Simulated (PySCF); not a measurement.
# GeH₉NSi₂: geometry, electronic excitations

What electronic excitations should GeH₉NSi₂ (`[SiH3][SiH2][NH][GeH3]`) show?

Programs: PySCF 2.14.0, with density-fitted response routines of our own. Each step states its level of theory. These are calculated values for one molecule in the gas phase, unless marked as measured. Atoms are numbered from 0 throughout.

## Step 1: The molecule as given

13 atoms, charge 0, multiplicity 1; geometry from: GFN2-xTB. The atoms were then displaced at random by about 0.01 Å, so the start is not that level's minimum.

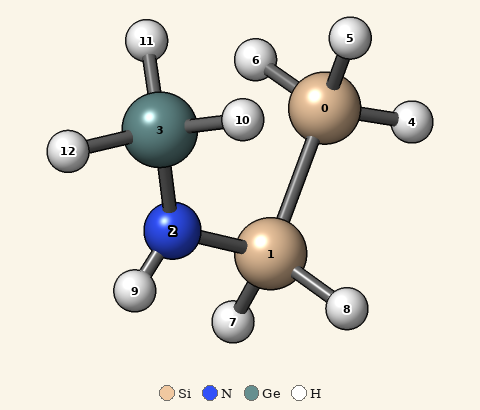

As it starts; silicon light orange, nitrogen blue, germanium teal, hydrogen white, atoms numbered.

## Step 2: Geometry optimisation at PBE0-D3(BJ)/def2-SVP

The job: settings as JSON, then the geometry in Å.

```
{"job": {"xc": "PBE0", "basis": "def2-SVP", "d3": "d3bj", "grid": 1, "shake": 0.01, "kind": "geom"}, "charge": 0, "multiplicity": 1}
Si     2.013210    -0.331720    -0.249700
Si     0.377990     0.071430     1.347730
N     -1.197180    -0.191670     0.619930
Ge    -1.680970     0.239830    -1.051950
H      3.322080     0.009260     0.259230
H      1.810820     0.517430    -1.463810
H      2.071030    -1.700680    -0.711130
H      0.407440    -0.834500     2.497330
H      0.441690     1.444430     1.938580
H     -1.932720    -0.271870     1.304110
H     -1.444570     1.675210    -1.370400
H     -0.968050    -0.630790    -2.008590
H     -3.214940    -0.013250    -1.121650
```

The run is started by

```console
$ OMP_NUM_THREADS=1 python probes_run.py task.json out
```

The driver reads the jobs from task.json and runs them one after another.

Standard output:

```text
step   0  E = -2715.09707756  max force = 0.032424
step   1  E = -2715.10508834  max force = 0.006531
step   2  E = -2715.10582324  max force = 0.002305
step   3  E = -2715.10590794  max force = 0.001127
step   4  E = -2715.10595676  max force = 0.000664
step   5  E = -2715.10600918  max force = 0.000816
step   6  E = -2715.10606809  max force = 0.001131
step   7  E = -2715.10613500  max force = 0.001175
step   8  E = -2715.10619384  max force = 0.000588
step   9  E = -2715.10625213  max force = 0.000682
step  10  E = -2715.10628822  max force = 0.000837
step  11  E = -2715.10634424  max force = 0.000828
step  12  E = -2715.10638735  max force = 0.000652
step  13  E = -2715.10642926  max force = 0.000468
step  14  E = -2715.10646510  max force = 0.000758
step  15  E = -2715.10649743  max force = 0.000800
step  16  E = -2715.10650728  max force = 0.000397
optimisation converged
```

Wall time 2.2 min (1 thread of Arm Neoverse V1, shared host); peak memory 0.54 GiB.

Step by step:

```
step  energy from step 0 (eV)  largest force component (eV/Å)
   0                   0.0000                          1.6673
   1                  -0.2180                          0.3358
   2                  -0.2380                          0.1185
   3                  -0.2403                          0.0580
   4                  -0.2416                          0.0341
   5                  -0.2430                          0.0420
   6                  -0.2446                          0.0582
   7                  -0.2465                          0.0604
   8                  -0.2481                          0.0302
   9                  -0.2497                          0.0351
  10                  -0.2506                          0.0430
  11                  -0.2522                          0.0426
  12                  -0.2533                          0.0335
  13                  -0.2545                          0.0241
  14                  -0.2554                          0.0390
  15                  -0.2563                          0.0411
  16                  -0.2566                          0.0204
```

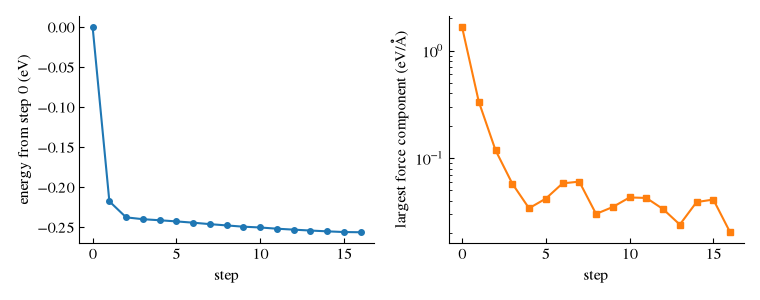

Energy and force, step by step.

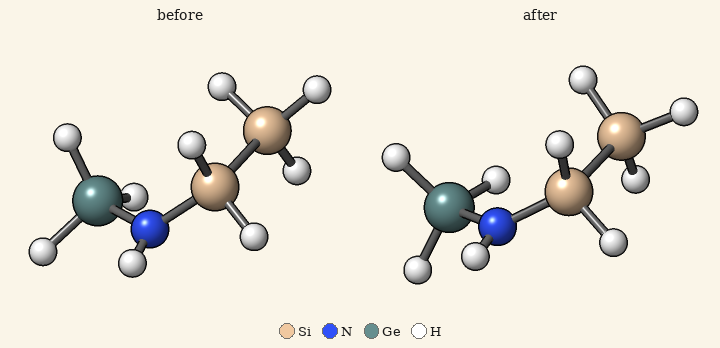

The geometry before (left) and after (right).

Close pairs (by a distance rule), those that changed most:

```
   bond  before (Å)  after (Å)  change (Å)
Ge3–H11       1.477      1.538      +0.061
Ge3–H10       1.489      1.545      +0.056
 Si0–H4       1.445      1.497      +0.052
 Si0–H6       1.446      1.496      +0.050
 N2–Ge3       1.793      1.838      +0.044
 Si1–H7       1.464      1.500      +0.036
Si0–Si1       2.321      2.348      +0.027
Ge3–H12       1.556      1.540      -0.016
```

The next job starts from the end point, and lists it.

```
                         at the end point                value
  point group (found at 0.08 Å tolerance)                   C1
rotational constants (GHz, main isotopes)  4.222, 1.194, 0.965
                        dipole moment (D)                 1.29
```

## Step 3: Ultraviolet spectrum: PBE0/aug-cc-pVDZ

The job: settings as JSON, then the geometry in Å.

```
{"job": {"kind": "uv", "xc": "PBE0", "basis": "aug-cc-pVDZ"}, "charge": 0, "multiplicity": 1}
Si     2.271250    -0.193628    -0.102070
Si     0.641719     0.248474     1.529949
N     -0.959898     0.227940     0.851883
Ge    -1.478911     0.398226    -0.902678
H      3.596449    -0.239564     0.593471
H      2.324994     0.881430    -1.141071
H      2.041956    -1.506881    -0.779802
H      0.756565    -0.785254     2.610398
H      1.003905     1.558222     2.172705
H     -1.722623     0.284560     1.522012
H     -1.785208     1.863164    -1.285136
H     -0.311409    -0.120904    -1.759288
H     -2.742878    -0.453823    -1.122036
```

With the program's defaults for keys left out, this is: TDDFT PBE0/aug-cc-pVDZ, vertical, gas phase, core orbitals frozen in the response.

Standard output:

```text
coarse grid: 47608 points
cycle   1  E = -2715.5131804405  dE = -6.556e-01  |g| = 4.288e-01  |ddm| = 7.214e+00
cycle   2  E = -2715.4552761850  dE =  5.790e-02  |g| = 6.490e-01  |ddm| = 1.816e+00
cycle   3  E = -2715.5515352895  dE = -9.626e-02  |g| = 6.860e-02  |ddm| = 1.058e+00
cycle   4  E = -2715.5527572105  dE = -1.222e-03  |g| = 1.298e-02  |ddm| = 2.038e-01
cycle   5  E = -2715.5527991981  dE = -4.199e-05  |g| = 2.566e-03  |ddm| = 4.971e-02
cycle   6  E = -2715.5528012341  dE = -2.036e-06  |g| = 4.473e-04  |ddm| = 7.835e-03
final grid: 96232 points
cycle   7  E = -2715.5527756061  dE = -8.037e-08  |g| = 3.475e-04  |ddm| = 7.351e-03
cycle   8  E = -2715.5527756159  dE = -9.822e-09  |g| = 3.117e-04  |ddm| = 1.747e-03
cycle   9  E = -2715.5527756508  dE = -3.494e-08  |g| = 4.217e-05  |ddm| = 8.053e-04
cycle  10  E = -2715.5527756512  dE = -3.688e-10  |g| = 1.047e-05  |ddm| = 8.057e-05
converged SCF energy = -2715.5527756512

Static polarisability (au): isotropic 99.735, principal 86.489 100.633 112.084

Singlet excitations
state   eV       nm        f      main configurations
  1   5.3231    232.9   0.00345   H->L 0.98
  2   6.0773    204.0   0.02307   H->L+1 0.96
  3   6.4662    191.7   0.01256   H-1->L 0.93
  4   6.5020    190.7   0.00493   H->L+2 0.79, H->L+4 0.11
  5   6.5768    188.5   0.01816   H->L+3 0.68, H->L+4 0.12, H->L+2 0.08
  6   6.6597    186.2   0.01127   H->L+4 0.64, H->L+3 0.16
  7   6.8582    180.8   0.00809   H->L+5 0.47, H->L+6 0.27
  8   6.9773    177.7   0.01371   H->L+6 0.39, H->L+5 0.24, H->L+8 0.21
  9   7.0317    176.3   0.02222   H->L+7 0.67, H->L+5 0.09
 10   7.0548    175.7   0.02108   H-1->L+1 0.80

Triplet excitations (Tamm-Dancoff, eV): 4.9868 5.8528 5.9136 6.2226
```

Wall time 33 s (1 thread of Arm Neoverse V1, shared host); peak memory 0.81 GiB.

The orbitals next to the gap, with their largest atomic shares:

```
orbital     eV                         atoms
 HOMO−3  -9.46  Ge3 21 %, Si0 20 %, H12 12 %
 HOMO−2  -9.36   Si0 19 %, Si1 16 %, H5 14 %
 HOMO−1  -8.13    Si0 34 %, Si1 34 %, H7 7 %
   HOMO  -7.22    N2 55 %, Si1 13 %, Ge3 9 %
   LUMO  -0.59   Ge3 26 %, Si1 22 %, H9 14 %
 LUMO+1  -0.19  H10 16 %, H12 16 %, H11 10 %
 LUMO+2   0.26   Si0 34 %, Si1 18 %, H7 13 %
```

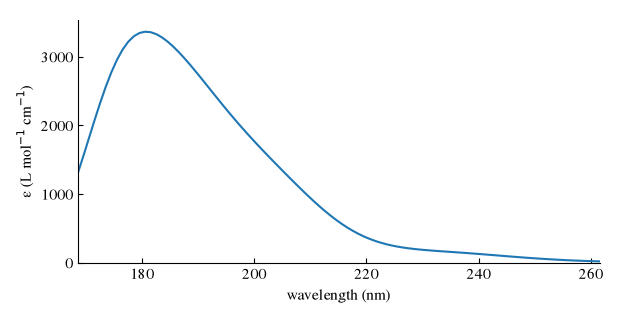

Absorption spectrum: each of the 10 states is a Gaussian band of 0.4 eV half-width at 1/e. Beyond the last state computed it falls off for lack of states.

Ground-state properties from the same run:

```
           property  computed
  dipole moment (D)      1.17
polarisability (Å³)     14.78
 HOMO–LUMO gap (eV)      6.63
      −ε(HOMO) (eV)      7.22
```

## Step 4: Ultraviolet spectrum: PBE0/def2-TZVPD

Settings changed since step 3:

```diff
@@ -1,2 +1,2 @@
-{"job": {"kind": "uv", "xc": "PBE0", "basis": "aug-cc-pVDZ"}, "charge": 0, "multiplicity": 1}
+{"job": {"kind": "uv", "xc": "PBE0", "basis": "def2-TZVPD"}, "charge": 0, "multiplicity": 1}
 Si     2.271250    -0.193628    -0.102070
```

Level: TDDFT PBE0/def2-TZVPD, vertical, gas phase, core orbitals frozen in the response.

Standard output:

```text
coarse grid: 47608 points
cycle   1  E = -2715.5663395967  dE = -7.063e-01  |g| = 7.517e-01  |ddm| = 2.866e+00
cycle   2  E = -2715.4891592099  dE =  7.718e-02  |g| = 1.002e+00  |ddm| = 1.056e+00
cycle   3  E = -2715.6255045249  dE = -1.363e-01  |g| = 1.380e-01  |ddm| = 6.338e-01
cycle   4  E = -2715.6294179265  dE = -3.913e-03  |g| = 3.018e-02  |ddm| = 9.671e-02
cycle   5  E = -2715.6295489755  dE = -1.310e-04  |g| = 5.136e-03  |ddm| = 2.352e-02
cycle   6  E = -2715.6295537316  dE = -4.756e-06  |g| = 8.264e-04  |ddm| = 5.319e-03
final grid: 96232 points
cycle   7  E = -2715.6295405861  dE = -1.283e-07  |g| = 7.147e-04  |ddm| = 5.058e-03
cycle   8  E = -2715.6295406083  dE = -2.219e-08  |g| = 6.992e-04  |ddm| = 1.386e-03
cycle   9  E = -2715.6295407293  dE = -1.210e-07  |g| = 9.135e-05  |ddm| = 6.710e-04
cycle  10  E = -2715.6295407300  dE = -7.112e-10  |g| = 8.501e-06  |ddm| = 6.497e-05
converged SCF energy = -2715.6295407300

Static polarisability (au): isotropic 98.942, principal 85.586 100.022 111.217

Singlet excitations
state   eV       nm        f      main configurations
  1   5.3960    229.8   0.00313   H->L 0.98
  2   6.3302    195.9   0.02118   H->L+1 0.95
  3   6.4283    192.9   0.01451   H-1->L 0.94
  4   6.5581    189.1   0.01267   H->L+2 0.92
  5   6.7198    184.5   0.02098   H->L+3 0.93
  6   6.8315    181.5   0.00923   H->L+4 0.90
  7   6.9866    177.5   0.00280   H->L+5 0.87
  8   7.2010    172.2   0.04070   H-1->L+1 0.79, H->L+6 0.15
  9   7.2599    170.8   0.00227   H->L+6 0.65, H-1->L+1 0.12, H-1->L+2 0.08
 10   7.3225    169.3   0.01525   H-1->L+2 0.64, H->L+6 0.08

Triplet excitations (Tamm-Dancoff, eV): 5.0537 5.7041 6.0804 6.1454
```

Run time: 52 s. Hardware: 1 thread of Arm Neoverse V1, shared host; peak memory 0.98 GiB.

In short: HOMO -7.30 eV, LUMO -0.56 eV; lowest singlet 5.40 eV.

## Step 5: Comparing the runs: electronic excitations

Excitations and ground-state properties, with basis size and wall time:

```
             run  lowest singlet (eV)  brightest (eV)      f  gap (eV)  α (Å³)  μ (D)  functions  time
PBE0/aug-cc-pVDZ                 5.32            6.08  0.023      6.63   14.78   1.17        194  33 s
 PBE0/def2-TZVPD                 5.40            7.20  0.041      6.74   14.66   1.23        258  52 s
```

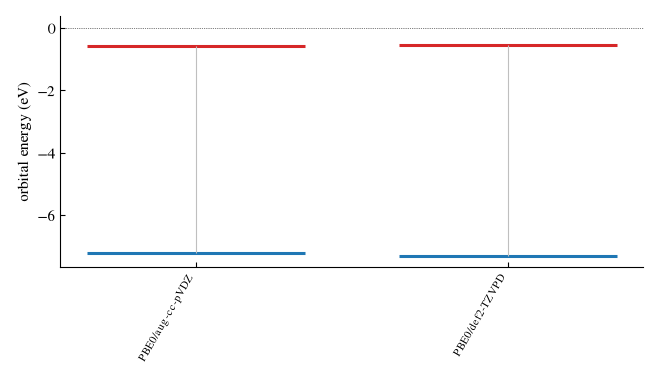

HOMO (blue) and LUMO (red) run by run.

## Step 6: What came out

| quantity | value |
| --- | --- |
| point group | C1 |
| rotational constants (main isotopes) | 4.22, 1.19, 0.97 GHz |
| lowest singlet (PBE0/aug-cc-pVDZ) | 5.32 eV (233 nm), f = 0.003 |
| brightest single state of those computed | state 2, 6.08 eV, f = 0.023 |
| lowest triplet | 4.99 eV |
| range of the lowest singlet | 5.32 to 5.40 eV |

**Reading.** The start of the PBE0/def2-SVP relaxation was shaken at random by about 0.01 Å, so part of the energy gained, and of the first lengths quoted, undoes that. The optimisation took 16 steps and gained 0.257 eV; among the close pairs (by a distance rule), Ge3–H11 changed most, from 1.477 to 1.538 Å. The first singlet state (HOMO→LUMO 0.98) lies at 5.32 eV and is weak; of the 10 states computed, the strongest absorption comes from states 9 to 10 together at 7.03 eV (the last computed, so partners may be missing). The lowest triplet lies 0.34 eV below the lowest singlet (triplets in Tamm-Dancoff, singlets in full TDDFT). The lowest singlet runs from 5.32 eV (PBE0/aug-cc-pVDZ) to 5.40 eV (PBE0/def2-TZVPD), while the orbital gap spans 6.63 to 6.74 eV. The lowest state need not be the same one in every run.
